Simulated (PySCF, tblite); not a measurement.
**CH10N2OSi2, a small molecule taken as a stand-in for a surface group (Si site with back bonds N[SiH3], C, N): NMR shifts, core binding energies and electronic excitations**

What NMR shifts, core binding energies and electronic excitations should one expect for `C[Si](N)(O)N[SiH3]`?

Computed with tblite 0.8.0 and PySCF 2.14.0; each step states its level. No surroundings beyond the atoms listed, unless a continuum is named. Atoms count from 0, parts from 1.

### Step 1. The system as given

16 atoms, charge 0, multiplicity 1; geometry: distance geometry start.

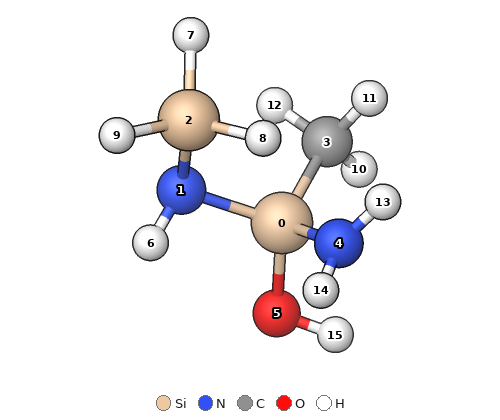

The starting geometry (silicon light orange, nitrogen blue, carbon grey, oxygen red, hydrogen white), atoms numbered.

### Step 2. Geometry optimisation with GFN2-xTB

The job: settings as JSON, then the geometry in Å.

```
{"job": {"kind": "relax", "xc": "GFN2-xTB", "basis": "xTB"}, "charge": 0, "multiplicity": 1}
Si    -0.707034     0.213729    -0.304172
N      0.640544    -0.445794    -1.252410
Si     2.116265    -0.495190    -0.227876
C     -1.399612    -1.168882     0.707777
N     -0.111545     1.577217     0.647714
O     -1.946885     0.799882    -1.352299
H      0.824570     0.249628    -2.017725
H      2.296335    -1.773515     0.401162
H      2.009803     0.515725     0.792130
H      3.291599    -0.160641    -1.085655
H     -2.534407    -1.169394     0.680517
H     -1.055218    -1.207141     1.759340
H     -1.104438    -2.122707     0.207242
H      0.037870     1.450767     1.651410
H      0.213010     2.409506     0.166336
H     -2.551102     1.349901    -0.753938
```

With the program's defaults for keys left out, this is: GFN2-xTB geometry optimisation, gas phase.

On the command line:

```sh
OMP_NUM_THREADS=1 python cluster_run.py task.json out
```

This one command runs all jobs of the session in turn.

The program printed:

```text
step      E/eV     max force
  0    -562.55020    2.618
  1    -562.88133    1.268
  2    -562.99418    0.798
  3    -563.06020    0.821
  4    -563.12733    0.929
  5    -563.18245    0.924
  6    -563.25947    1.014
  7    -563.31195    0.946
  8    -563.35426    0.367
  9    -563.37168    0.380
 10    -563.38984    0.408
 11    -563.41105    0.559
 12    -563.43456    0.464
 13    -563.45600    0.409
 14    -563.47833    0.476
 15    -563.49815    0.460
 16    -563.51505    0.398
 17    -563.52135    0.353
 18    -563.52703    0.214
 19    -563.53155    0.204
 20    -563.54267    0.275
 21    -563.55078    0.259
 22    -563.55714    0.202
 23    -563.56239    0.197
 24    -563.56781    0.171
 25    -563.57257    0.207
 26    -563.57642    0.155
 27    -563.57986    0.167
 28    -563.58351    0.183
 29    -563.58680    0.160
 30    -563.58955    0.125
 31    -563.59179    0.110
 32    -563.59349    0.099
 33    -563.59455    0.095
 34    -563.59515    0.053
 35    -563.59570    0.062
 36    -563.59662    0.084
 37    -563.59774    0.096
 38    -563.59874    0.076
 39    -563.59923    0.040
 40    -563.59943    0.038
 41    -563.59963    0.040
 42    -563.59997    0.041
 43    -563.60042    0.060
 44    -563.60088    0.058
 45    -563.60126    0.041
 46    -563.60161    0.044
 47    -563.60199    0.041
 48    -563.60246    0.060
 49    -563.60302    0.062
 50    -563.60353    0.049
 51    -563.60397    0.055
 52    -563.60439    0.044
 53    -563.60480    0.058
 54    -563.60515    0.057
 55    -563.60543    0.035
 56    -563.60559    0.031
 57    -563.60569    0.028
 58    -563.60584    0.037
 59    -563.60606    0.045
 60    -563.60632    0.044
 61    -563.60652    0.035
 62    -563.60665    0.035
 63    -563.60677    0.032
 64    -563.60692    0.031
 65    -563.60709    0.034
 66    -563.60725    0.034
 67    -563.60737    0.028
 68    -563.60753    0.037
 69    -563.60781    0.058
 70    -563.60826    0.069
 71    -563.60877    0.063
 72    -563.60918    0.039
 73    -563.60952    0.048
 74    -563.60983    0.063
 75    -563.61015    0.076
 76    -563.61063    0.059
 77    -563.61136    0.048
 78    -563.61196    0.071
 79    -563.61240    0.080
 80    -563.61285    0.052
 81    -563.61336    0.065
 82    -563.61338    0.086
 83    -563.61387    0.063
 84    -563.61426    0.044
 85    -563.61504    0.061
 86    -563.61573    0.082
 87    -563.61623    0.064
 88    -563.61664    0.038
 89    -563.61678    0.034
 90    -563.61695    0.039
 91    -563.61713    0.033
 92    -563.61736    0.030
 93    -563.61749    0.025
 94    -563.61763    0.022
 95    -563.61772    0.019
 96    -563.61779    0.021
 97    -563.61786    0.025
 98    -563.61794    0.025
 99    -563.61803    0.023
100    -563.61812    0.030
101    -563.61821    0.031
102    -563.61832    0.025
103    -563.61844    0.023
104    -563.61855    0.023
105    -563.61863    0.020
106    -563.61870    0.020
107    -563.61876    0.024
108    -563.61882    0.022
109    -563.61888    0.020
110    -563.61897    0.019
111    -563.61902    0.018
112    -563.61908    0.018
113    -563.61915    0.023
114    -563.61924    0.032
115    -563.61934    0.030
116    -563.61941    0.020
117    -563.61946    0.014
118    -563.61949    0.015
119    -563.61952    0.015
120    -563.61954    0.012
121    -563.61955    0.008
122    -563.61957    0.008
```

Wall time 3.6 s (1 thread of Intel Xeon Platinum 8488C, shared host).

Along the way:

| step | energy from step 0 (eV) | largest force (eV/Å) |
| --- | --- | --- |
| 0 | 0.0000 | 2.6174 |
| 5 | -0.6322 | 0.9240 |
| 10 | -0.8396 | 0.4076 |
| 15 | -0.9479 | 0.4600 |
| 20 | -0.9925 | 0.2747 |
| 25 | -1.0224 | 0.2067 |
| 30 | -1.0394 | 0.1254 |
| 35 | -1.0455 | 0.0616 |
| 40 | -1.0492 | 0.0376 |
| 45 | -1.0511 | 0.0417 |
| 50 | -1.0533 | 0.0489 |
| 55 | -1.0552 | 0.0352 |
| 60 | -1.0561 | 0.0441 |
| 65 | -1.0569 | 0.0337 |
| 70 | -1.0581 | 0.0689 |
| 75 | -1.0599 | 0.0762 |
| 80 | -1.0626 | 0.0524 |
| 85 | -1.0648 | 0.0609 |
| 90 | -1.0667 | 0.0389 |
| 95 | -1.0675 | 0.0184 |
| 100 | -1.0679 | 0.0297 |
| 105 | -1.0684 | 0.0197 |
| 110 | -1.0688 | 0.0191 |
| 115 | -1.0691 | 0.0309 |
| 120 | -1.0693 | 0.0124 |
| 122 | -1.0694 | 0.0077 |

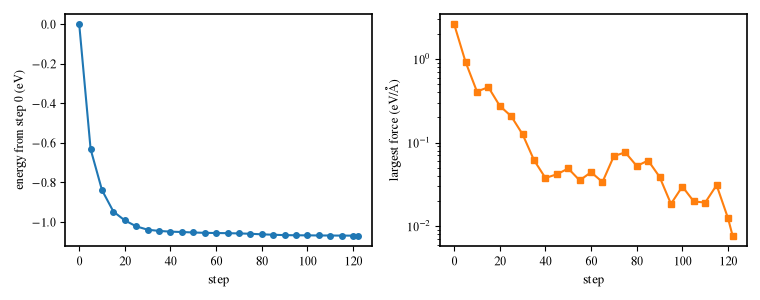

Energy and force, step by step.

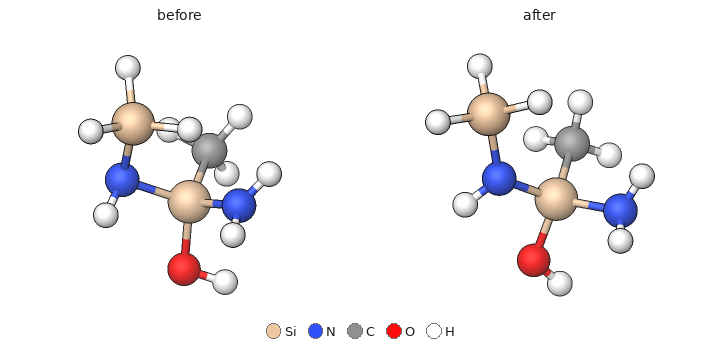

The geometry before (left) and after (right).

Distances of close pairs at the start and the end, largest changes first:

```
  bond  before (Å)  after (Å)  change (Å)
Si0–O5       1.726      1.634      -0.092
N1–Si2       1.797      1.722      -0.075
O5–H15       1.013      0.952      -0.060
C3–H10       1.135      1.085      -0.050
Si0–C3       1.848      1.894      +0.046
 N1–H6       1.050      1.006      -0.044
Si0–N1       1.775      1.738      -0.037
Si0–N4       1.766      1.732      -0.034
```

### Step 3. Relaxing the molecule at PBE0-D3(BJ)/def2-SVP

The job: settings as JSON, then the geometry in Å.

```
{"job": {"xc": "PBE0", "basis": "def2-SVP", "d3": "d3bj", "grid": 2, "kind": "geom", "shake": 0.01}, "charge": 0, "multiplicity": 1}
Si    -0.677463     0.347245    -0.231087
N      0.823882     0.044235    -0.999672
Si     2.245545    -0.589257    -0.299776
C     -1.279696    -1.121571     0.746456
N     -0.720549     1.707944     0.848894
O     -1.629841     0.758338    -1.527756
H      0.801380     0.063937    -2.002442
H      2.128465    -1.976116     0.144047
H      2.590290     0.237415     0.901511
H      3.298473    -0.493377    -1.311131
H     -2.249412    -0.913460     1.280008
H     -0.574105    -1.424851     1.496767
H     -1.513623    -1.962995     0.087456
H     -0.289386     1.593537     1.760407
H     -0.465628     2.604915     0.486933
H     -2.499783     1.112743    -1.358471
```

The program printed:

```text
step   0  E = -807.12358119  max force = 0.030397
step   1  E = -807.12862458  max force = 0.005375
step   2  E = -807.12893399  max force = 0.001348
step   3  E = -807.12909073  max force = 0.001476
step   4  E = -807.12935936  max force = 0.002309
step   5  E = -807.12962588  max force = 0.002860
step   6  E = -807.12989860  max force = 0.001988
step   7  E = -807.13005859  max force = 0.001287
step   8  E = -807.13012244  max force = 0.000525
step   9  E = -807.13014264  max force = 0.000435
step  10  E = -807.13015805  max force = 0.000488
step  11  E = -807.13017881  max force = 0.000643
step  12  E = -807.13020701  max force = 0.000760
step  13  E = -807.13023736  max force = 0.000697
step  14  E = -807.13026394  max force = 0.000444
step  15  E = -807.13028559  max force = 0.000616
step  16  E = -807.13031249  max force = 0.000809
step  17  E = -807.13042264  max force = 0.002035
step  18  E = -807.13050738  max force = 0.000699
step  19  E = -807.13055921  max force = 0.000588
step  20  E = -807.13058087  max force = 0.000635
step  21  E = -807.13062011  max force = 0.000508
step  22  E = -807.13066737  max force = 0.000780
step  23  E = -807.13075392  max force = 0.001545
step  24  E = -807.13086255  max force = 0.002309
step  25  E = -807.13101884  max force = 0.002549
step  26  E = -807.13121744  max force = 0.001689
step  27  E = -807.13133840  max force = 0.001341
step  28  E = -807.13147641  max force = 0.001132
step  29  E = -807.13154607  max force = 0.000809
step  30  E = -807.13158976  max force = 0.000798
step  31  E = -807.13160542  max force = 0.000490
step  32  E = -807.13161406  max force = 0.000534
step  33  E = -807.13162192  max force = 0.000238
optimisation converged
```

It took 5.7 min on 1 thread of Intel Xeon Platinum 8488C, shared host; peak memory 0.81 GiB.

Step by step: (not every step is listed)

```
step  energy from step 0 (eV)  largest force component (eV/Å)
   0                   0.0000                          1.5631
   1                  -0.1372                          0.2764
   2                  -0.1457                          0.0693
   3                  -0.1499                          0.0759
   4                  -0.1572                          0.1187
   5                  -0.1645                          0.1471
   6                  -0.1719                          0.1022
   7                  -0.1763                          0.0662
   8                  -0.1780                          0.0270
  10                  -0.1790                          0.0251
  12                  -0.1803                          0.0391
  14                  -0.1818                          0.0228
  16                  -0.1832                          0.0416
  18                  -0.1885                          0.0359
  20                  -0.1905                          0.0327
  22                  -0.1928                          0.0401
  24                  -0.1981                          0.1187
  26                  -0.2078                          0.0869
  28                  -0.2148                          0.0582
  29                  -0.2167                          0.0416
  30                  -0.2179                          0.0410
  31                  -0.2184                          0.0252
  32                  -0.2186                          0.0275
  33                  -0.2188                          0.0122
```

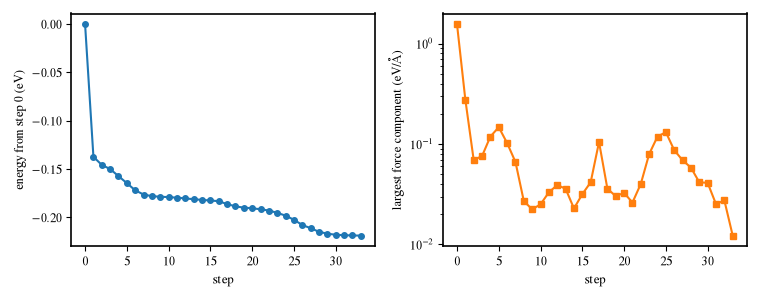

Energy and force, step by step.

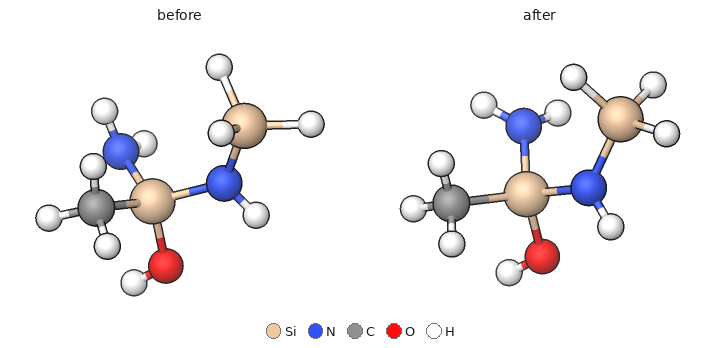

The geometry before (left) and after (right).

Distances of close pairs at the start and the end, largest changes first:

| bond | before (Å) | after (Å) | change (Å) |
| --- | --- | --- | --- |
| Si2–H7 | 1.461 | 1.497 | +0.036 |
| Si2–H9 | 1.463 | 1.499 | +0.036 |
| N1–Si2 | 1.707 | 1.738 | +0.032 |
| C3–H11 | 1.074 | 1.101 | +0.027 |
| C3–H10 | 1.126 | 1.102 | -0.024 |
| Si0–N4 | 1.738 | 1.723 | -0.015 |
| Si0–N1 | 1.714 | 1.728 | +0.014 |
| N4–H14 | 1.000 | 1.014 | +0.013 |

The next job starts from the end point, and lists it.

```
                         at the end point                value
  point group (found at 0.08 Å tolerance)                   C1
rotational constants (GHz, main isotopes)  3.370, 1.386, 1.345
                        dipole moment (D)                 2.42
```

### Step 4. Shielding tensors: PBE0/pcSseg-1

The job: settings as JSON, then the geometry in Å.

```
{"job": {"kind": "nmr", "xc": "PBE0", "basis": "pcSseg-1"}, "charge": 0, "multiplicity": 1}
Si    -0.655972     0.278908    -0.244638
N      0.651062    -0.585869    -0.971489
Si     2.278986    -0.608483    -0.362993
C     -1.727179    -0.724747     0.912699
N      0.082258     1.513913     0.702896
O     -1.560130     0.784732    -1.557627
H      0.480642    -1.029775    -1.868036
H      3.035101    -1.632609    -1.150212
H      2.323744    -0.985906     1.082700
H      3.007557     0.693371    -0.507726
H     -2.565880    -0.138305     1.322490
H     -1.135515    -1.106025     1.759262
H     -2.152629    -1.591259     0.383312
H     -0.273151     1.786119     1.610421
H      0.640424     2.246463     0.279750
H     -2.435445     1.124959    -1.353874
```

With the program's defaults for keys left out, this is: GIAO PBE0/pcSseg-1 NMR shielding, non-relativistic, gas phase.

The program printed:

```text
coarse grid: 13744 points
cycle   1  E = -807.2396372983  dE =  3.969e-01  |g| = 8.936e-01  |ddm| = 3.529e+00
cycle   2  E = -807.1008789488  dE =  1.388e-01  |g| = 1.234e+00  |ddm| = 1.581e+00
cycle   3  E = -807.3918289220  dE = -2.909e-01  |g| = 1.084e-01  |ddm| = 1.043e+00
cycle   4  E = -807.3939499251  dE = -2.121e-03  |g| = 4.124e-02  |ddm| = 1.049e-01
cycle   5  E = -807.3943055561  dE = -3.556e-04  |g| = 8.277e-03  |ddm| = 3.278e-02
cycle   6  E = -807.3943173494  dE = -1.179e-05  |g| = 3.252e-03  |ddm| = 7.979e-03
cycle   7  E = -807.3943196562  dE = -2.307e-06  |g| = 3.411e-04  |ddm| = 2.595e-03
final grid: 121976 points
cycle   8  E = -807.4311026278  dE = -1.808e-05  |g| = 9.262e-03  |ddm| = 1.705e-02
cycle   9  E = -807.4310837575  dE =  1.887e-05  |g| = 1.350e-02  |ddm| = 1.598e-02
cycle  10  E = -807.4311201449  dE = -3.639e-05  |g| = 9.813e-04  |ddm| = 9.651e-03
cycle  11  E = -807.4311203302  dE = -1.853e-07  |g| = 1.771e-04  |ddm| = 7.649e-04
cycle  12  E = -807.4311203359  dE = -5.798e-09  |g| = 4.347e-05  |ddm| = 1.523e-04
cycle  13  E = -807.4311203362  dE = -2.326e-10  |g| = 2.279e-05  |ddm| = 4.369e-05
converged SCF energy = -807.4311203362

GIAO shielding tensors (ppm)
atom      isotropic    diamagn.    paramagn.     s11        s22        s33       span
  0 Si     372.398     880.868    -508.470    348.627    367.590    400.977     52.350
  1 N      250.460     326.110     -75.650    216.087    244.143    291.150     75.064
  2 Si     410.267     878.776    -468.509    365.231    394.297    471.272    106.041
  3 C      186.263     257.708     -71.444    180.891    183.981    193.918     13.028
  4 N      229.758     321.305     -91.547    207.173    218.804    263.297     56.125
  5 O      263.256     388.889    -125.633    243.284    256.806    289.677     46.394
  6 H       31.162      32.287      -1.125     22.276     28.338     42.873     20.597
  7 H       26.714      27.972      -1.259     23.393     24.629     32.120      8.727
  8 H       26.585      29.362      -2.778     23.034     25.292     31.427      8.393
  9 H       26.625      28.883      -2.258     22.812     24.928     32.135      9.324
 10 H       31.488      30.731       0.757     27.388     28.776     38.300     10.911
 11 H       31.002      32.711      -1.710     26.694     29.220     37.092     10.398
 12 H       31.253      30.993       0.260     27.168     28.570     38.021     10.853
 13 H       30.558      32.532      -1.973     24.041     26.950     40.682     16.641
 14 H       30.413      32.177      -1.763     24.027     26.057     41.156     17.129
 15 H       30.197      30.976      -0.779     22.562     25.117     42.912     20.350
```

It took 24 s on 1 thread of Intel Xeon Platinum 8488C, shared host; peak memory 0.89 GiB.

Shifts follow as δ = σ(reference) − σ, with reference shieldings (ppm) from runs at the same level and on the same kind of geometry: 1H TMS 31.27, 13C TMS 184.4, 29Si TMS 352.0, 15N NH3 265.7, 17O H2O 334.6. The references are single molecules in the gas phase, so shifts against H2O, NH3, PH3, H3PO4 or CFCl3 are not on the usual liquid scales and can be off by tens of ppm.

```csv
atoms,environment,σ (ppm),δ (ppm)
C3,"carbon bonded to Si, 3 H",186.3,-1.9
H8,hydrogen on a silicon bonded to N,26.58,4.68
H9,hydrogen on a silicon bonded to N,26.62,4.64
H7,hydrogen on a silicon bonded to N,26.71,4.55
H15,hydrogen on an oxygen bonded to Si,30.20,1.07
H14,hydrogen on a nitrogen bonded to Si,30.41,0.85
H13,hydrogen on a nitrogen bonded to Si,30.56,0.71
H11,hydrogen on a carbon bonded to Si,31.00,0.27
H6,hydrogen on a nitrogen bonded to 2 Si,31.16,0.10
H12,hydrogen on a carbon bonded to Si,31.25,0.01
H10,hydrogen on a carbon bonded to Si,31.49,-0.22
Si0,"silicon bonded to C, 2 N, O",372.4,-20.4
Si2,"silicon bonded to N, 3 H",410.3,-58.3
N4,"nitrogen bonded to Si, 2 H",229.8,35.9
N1,"nitrogen bonded to 2 Si, H",250.5,15.2
O5,"oxygen bonded to Si, H",263.3,71.3
```

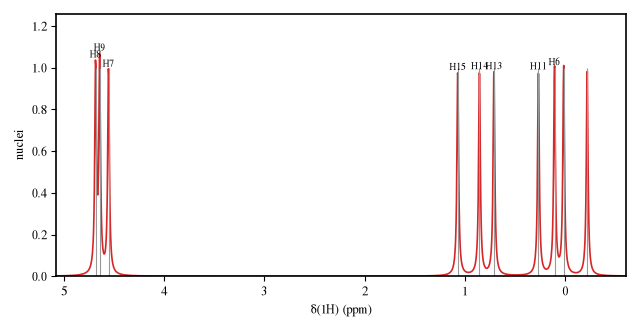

1H lines at the computed shifts, without couplings. Lines are broadened to a width of 0.02 ppm (Lorentzian).

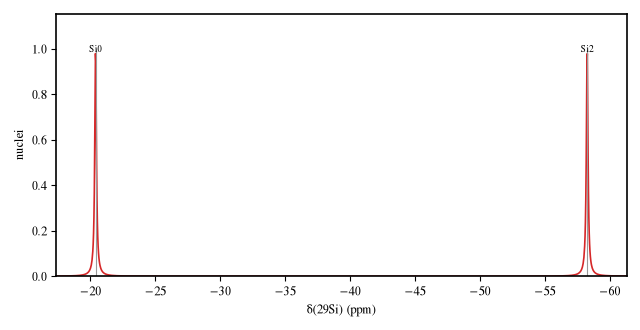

29Si lines at the computed shifts, without couplings. Lines are broadened to a width of 0.15 ppm (Lorentzian).

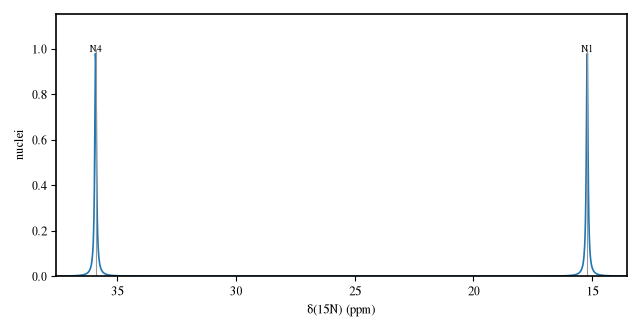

15N lines at the computed shifts, without couplings. Lines are broadened to a width of 0.08 ppm (Lorentzian).

The run also stored atomic charges by several schemes (e):

```csv
atoms,Mulliken,IAO,Hirshfeld,ESP fit
Si0,1.20,1.42,0.48,1.18
N1,-0.84,-0.95,-0.33,-0.71
Si2,0.61,0.73,0.33,0.45
C3,-0.67,-0.76,-0.22,-0.91
N4,-0.67,-0.85,-0.31,-1.15
O5,-0.56,-0.79,-0.33,-0.78
```

IAO charges:

Si0 1.42; N1 -0.95; Si2 0.73; C3 -0.76; N4 -0.85; O5 -0.79; H6 0.28; H7 -0.13; H8 -0.14; H9 -0.15; H10 0.15; H11 0.16; H12 0.16; H13 0.26; H14 0.27; H15 0.36

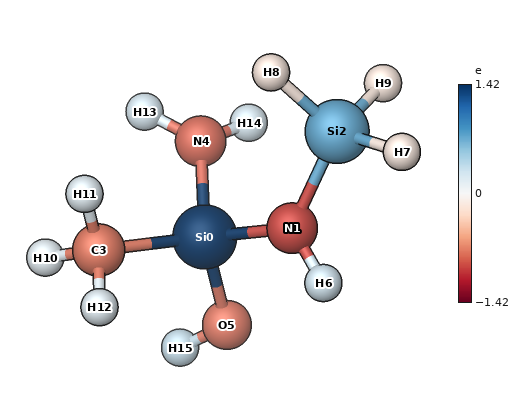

IAO charges, as colours on the atoms.

Mayer bond orders: Si0–N1 0.94, N1–Si2 0.97, Si0–C3 0.93, Si0–N4 1.00, Si0–O5 1.03.

Orbitals, density, ELF and potential are computed afterwards from the orbital file.

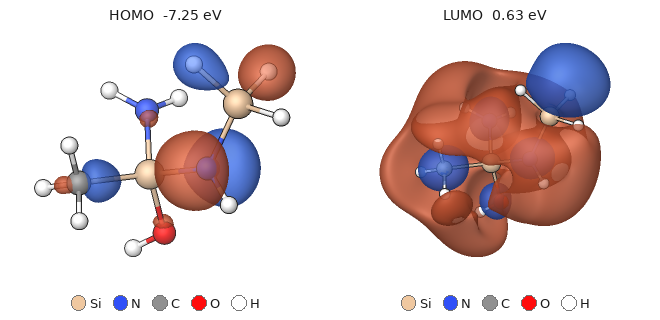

Frontier orbitals at PBE0/pcSseg-1; each surface holds 70 % of the orbital's density, blue and red mark the sign.

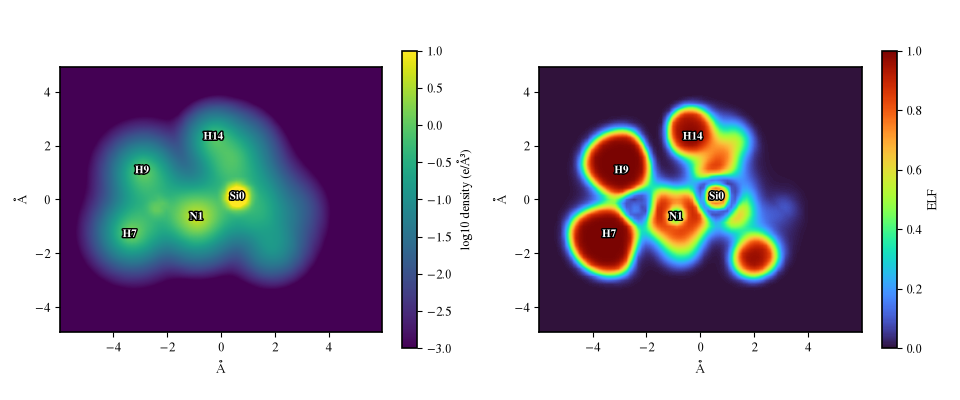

Density (left) and ELF (right) in a plane through or near 5 of the atoms.

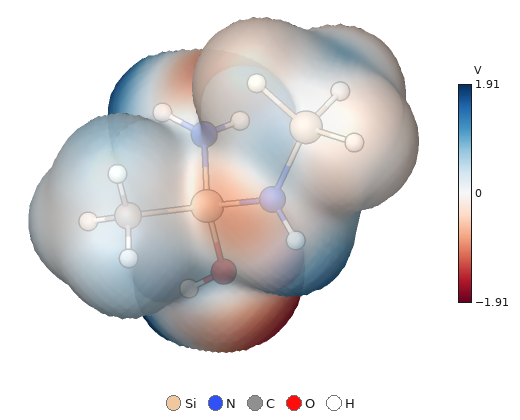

Electrostatic potential on the surface of density 0.002 e/bohr³; red is low, blue high. It runs from -1.49 V near O5 to 1.91 V near H15.

[end of part 1 of 2]
